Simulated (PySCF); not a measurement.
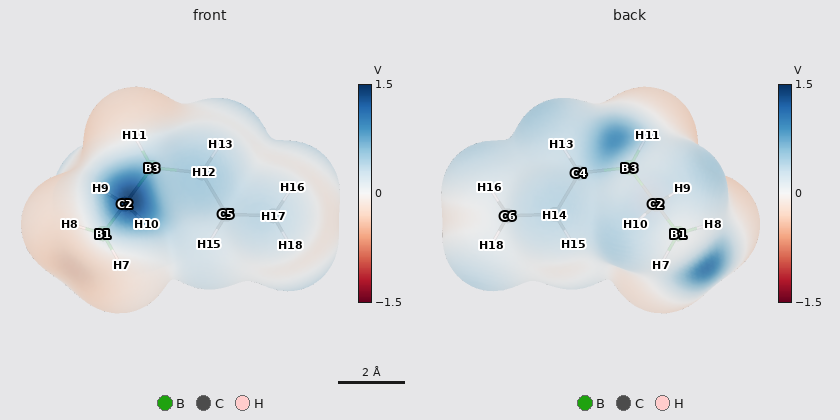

Figure 1: C4H12B2 (SMILES BCBCCC). The molecular electrostatic potential painted on the density surface at 0.001 e/bohr³, seen from the front and from behind; red is negative and blue positive.

Geometry: GFN2-xTB.

The calculation used PySCF, PBE0/pcSseg-1, SCF density, gas phase, non-relativistic.

```xyz
18

B    -2.4845   -0.2850    1.0680
C    -2.0302    0.3023   -0.3095
B    -0.8369    1.2855    0.0012
C     0.6736    0.8376   -0.0029
C     1.0087   -0.5951   -0.4221
C     2.4972   -0.8939   -0.2787
H    -2.0297   -1.2876    1.4649
H    -3.2653    0.2869    1.7263
H    -2.8431    0.8661   -0.7657
H    -1.7096   -0.4874   -0.9862
H    -1.0734    2.4009    0.2816
H     1.0553    0.9959    1.0132
H     1.2563    1.5270   -0.6240
H     0.7145   -0.7468   -1.4631
H     0.4412   -1.2960    0.1919
H     3.0846   -0.2204   -0.8999
H     2.8152   -0.7680    0.7545
H     2.7172   -1.9156   -0.5811
```

Describe the electrostatic potential map.

The most negative region (about −0.3 V, or −7 kcal/mol for a unit charge) lies over H7 and H8, the most positive (about +1.3 V, or +30 kcal/mol for a unit charge) over B1 and B3.
